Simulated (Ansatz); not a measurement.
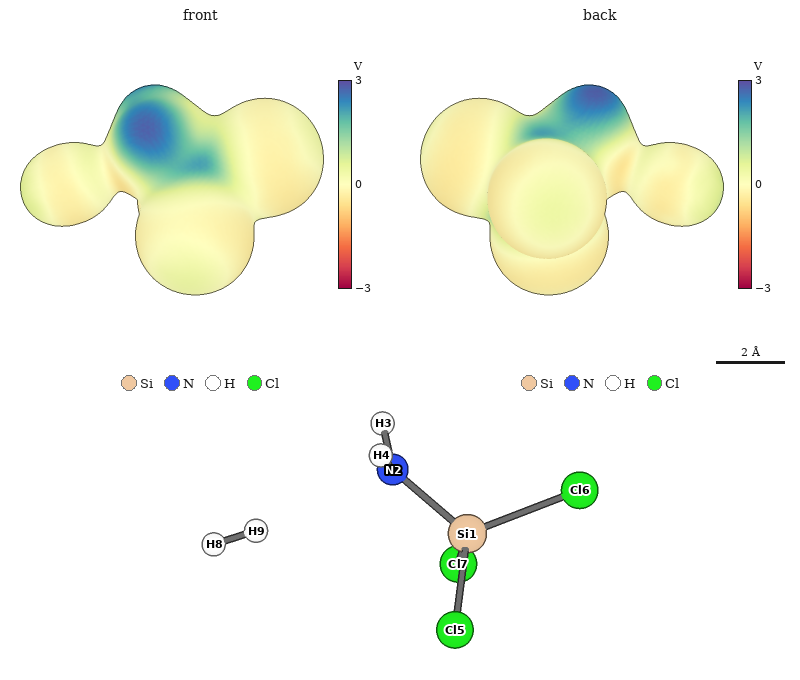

Figure 1: Cl3H2NSi···H2. The electrostatic potential painted on the density surface at 0.004 e/bohr³, seen from the front and from behind; red is negative and blue positive. The bare structure is drawn below in the same view.

Method: RKS PBE-D4/def2-SVP in Ansatz 0.2.0.

```
atom    x (Å)    y (Å)    z (Å)
  Si  -0.2424   0.4572  -0.0352
   N   0.0235   0.0346   1.6055
   H  -0.7599  -0.3116   2.1642
   H   0.6805   0.5821   2.1674
  Cl   1.5943   0.7086  -0.9317
  Cl  -1.3146   2.2052  -0.3427
  Cl  -1.3054  -1.0731  -0.9122
   H   1.6674  -2.8859   1.9702
   H   1.3065  -2.2193   1.8249
```

Question: Which sites attract a positive test charge, and which a negative one?

Answer: A positive charge is drawn to the negative regions and a negative charge to the positive ones. The most negative region (about −0.4 V, or −9 kcal/mol for a unit charge) lies over the gap between the two molecules, near N2 and H9, the most positive (about +2.8 V, or +65 kcal/mol for a unit charge) over H3 and H4. Cl5 shows a σ-hole: about +0.4 V, or +9 kcal/mol for a unit charge at the tip opposite its bond, against about −0.2 V on its flanks. Cl6 shows a σ-hole: about +0.3 V, or +7 kcal/mol for a unit charge at the tip opposite its bond, against about −0.2 V on its flanks. Cl7 shows a σ-hole: about +0.4 V, or +9 kcal/mol for a unit charge at the tip opposite its bond, against about −0.2 V on its flanks.
